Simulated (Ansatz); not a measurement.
**FHSi···HCl: density, localisation and related maps**

The calculation's input:

```
crystal:
  periodic: [false, false, false]
  atoms:
    - { symbol: Si, position_ang: [-0.104816, 0.002697, -0.806733] }
    - { symbol: Cl, position_ang: [1.684967, 0.126162, 1.991093] }
    - { symbol: H, position_ang: [2.065221, -0.099421, 0.730168] }
    - { symbol: H, position_ang: [-1.041259, 1.123347, -0.316526] }
    - { symbol: F, position_ang: [-1.113513, -1.258785, -0.543302] }
basis:
  gaussian: { orbitals: def2-SVP }
hamiltonian:
  xc: r2scan
  dispersion: d4
relax:
  f_tol: 0.03
  max_steps: 50
output:
  orbitals: {}
```

Command:

```sh
ansatz run input.yaml --threads 1 --pin off --max-ram 2048MiB --backend cpu --events-out ev --progress --plain --runs-dir out
```

The fields are those of the run's last geometry, not of the input's.

Method: RKS r2SCAN-D4/def2-SVP in Ansatz 0.2.0.

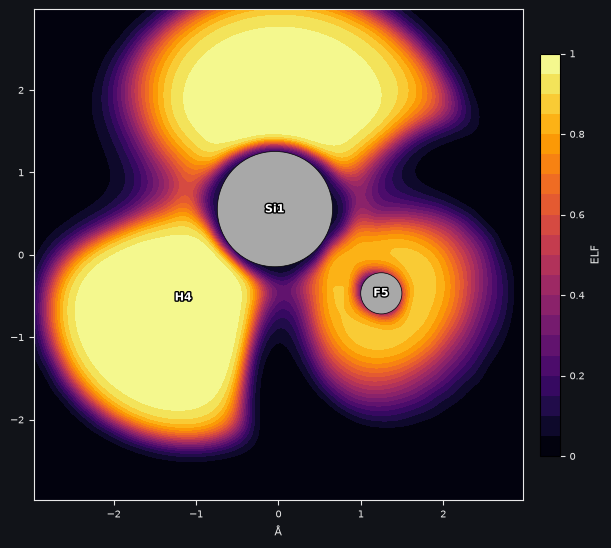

Figure 1. Electron localisation function on the plane of atoms H4, Si1 and F5. Grey discs cover the atomic cores.

**What do the fields say about this system?**

The section cuts through Si, H and F sites. Si–F (1.65 Å): the ELF peaks at about 0.85 in the valence shell of F, 0.6 Å from its nucleus, and is about 0.45 at the midpoint. Si–H (1.55 Å): the ELF climbs to about 1 towards the hydrogen, as it does in any bond to H. The ELF also peaks beside F5 and Si1, away from the bonds: lone-pair regions.

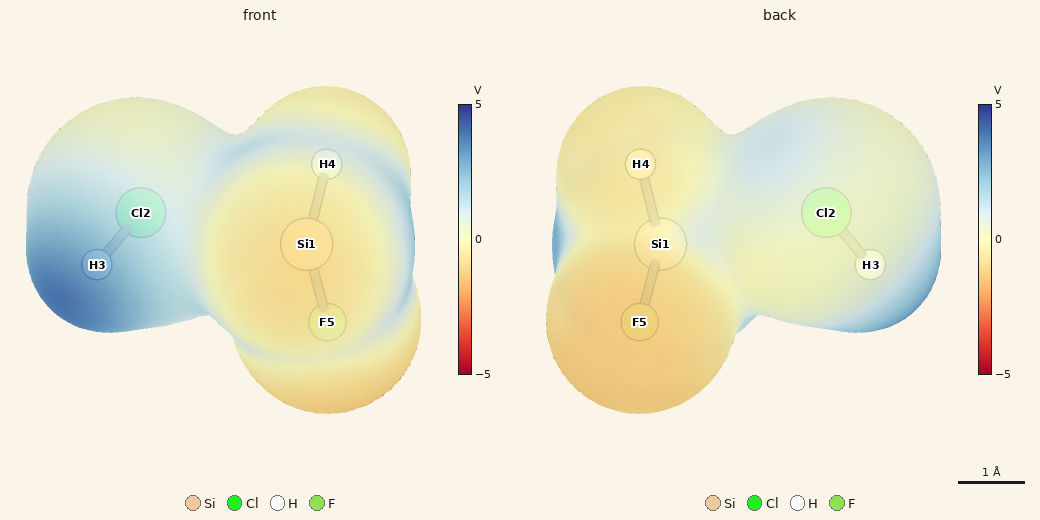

Figure 2. The molecular electrostatic potential painted on the density surface at 0.004 e/bohr³, seen from the front and from behind; red is negative and blue positive.

**Which sites attract a positive test charge, and which a negative one?**

A positive charge is drawn to the negative regions and a negative charge to the positive ones. The most negative region (about −1.4 V) lies over F5, the most positive (about +4.0 V) over H3. Cl2 shows a σ-hole: about +1.2 V at the tip opposite its bond, against about +0.3 V on its flanks.

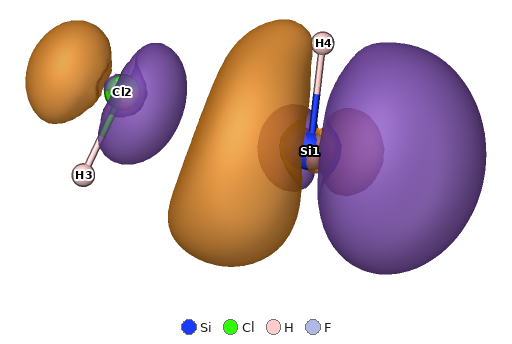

Figure 3. One frontier orbital at ±0.08 Å⁻³ᐟ² (orange and purple are the two phases), seen at an oblique angle.

**Which orbital is it: HOMO or LUMO?**

The LUMO, at −2.09 eV. It lies mainly on Si1 (about 75 %), Cl2 (about 10 %) and F5 (about 10 %).
